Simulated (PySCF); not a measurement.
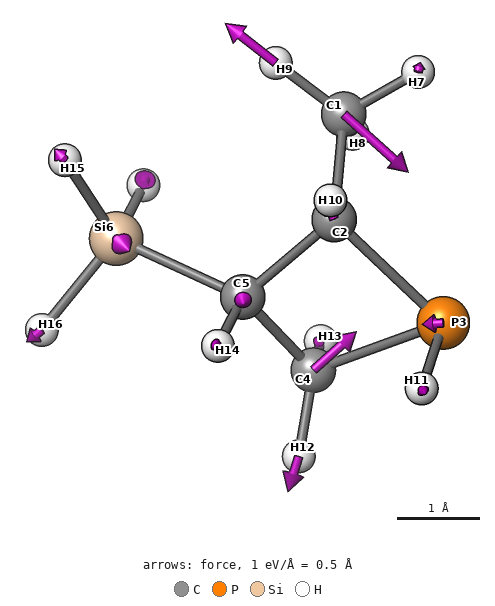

Starting geometry of C4H11PSi with the computed forces as purple arrows. Style: ball-and-stick. Shown at a tilt.

The start comes from GFN2-xTB. Its atoms were then displaced at random by about 0.01 Å.

Level of theory: PBE0-D3(BJ)/def2-SVP geometry optimisation, gas phase (PySCF). 

Question: Is this structure relaxed? If not, where do the atoms go?

Answer: It isn't relaxed: the largest force vector, on a C atom, is 2.16 eV/Å. The final displacements follow the starting forces only in part (cosine between the two patterns 0.41). An H atom moves most after the best rigid fit: 0.074 Å. By element the largest moves are H 0.074 Å, C 0.051 Å, Si 0.037 Å, P 0.033 Å. Some distances before and after: C–H 1.059 → 1.103 Å, H–Si 1.458 → 1.496 Å, C–P 1.921 → 1.886 Å, C–C 1.530 → 1.543 Å. Among the angles between lasting bonds that change: H–C–H 111.5° → 107.5°, P–C–H 106.0° → 108.9°, C–C–H 109.2° → 112.0°. After 6 geometry steps the energy has fallen by 3.04 kcal/mol.
